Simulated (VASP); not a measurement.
Band structure of CoAl (CsCl type). Method: vdW-DF2, VASP's PBE PAW potentials (set 64) (plane waves; VASP).

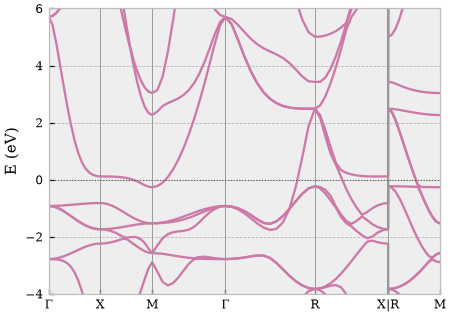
Bands along high-symmetry lines, zero at the valence-band maximum or, without a gap, the Fermi level

Problem. Read the plot: is there a gap, and where are the band edges?

Solution. It has no gap at this level: it comes out as a metal or semimetal. (Edges off the drawn lines would not show.)

The compound is CoAl in the CsCl type structure. It was relaxed first. The run is not spin-polarised, so no magnetic state was tried.
